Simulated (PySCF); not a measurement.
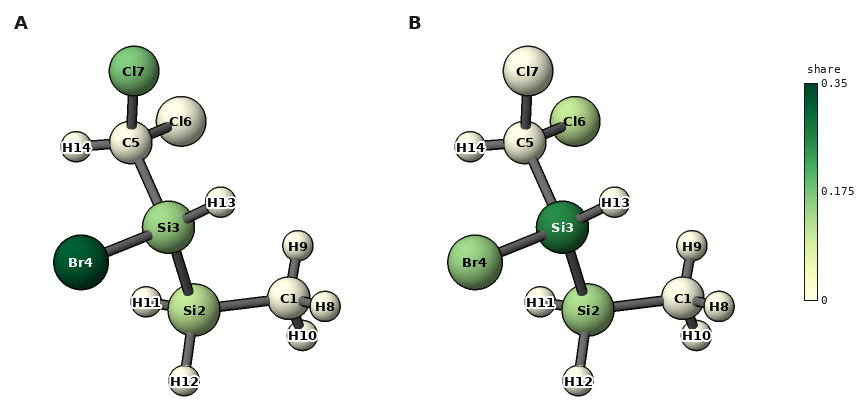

Each panel colours the atoms by their Löwdin share in one orbital (up to four of the largest shares; other atoms are shown as zero). The computed structure is the end point of a GFN2-xTB optimisation. No frequency run is at hand to confirm it as a minimum. Level of theory: PBE0/def2-SVPD (PySCF 2.14.0).

The panels show the HOMO, LUMO, in some order. Which is which?

A: HOMO, −7.98 eV; Br4 0.32, Cl7 0.17, Si3 0.14, Si2 0.11
B: LUMO, −0.99 eV; Si3 0.26, Br4 0.15, Si2 0.14, Cl6 0.11

The geometry is semi-empirical. Around Br, Si such bond lengths and angles can be off by a tenth of an ångström or more and by several degrees, and values that hang on the shape move with them.
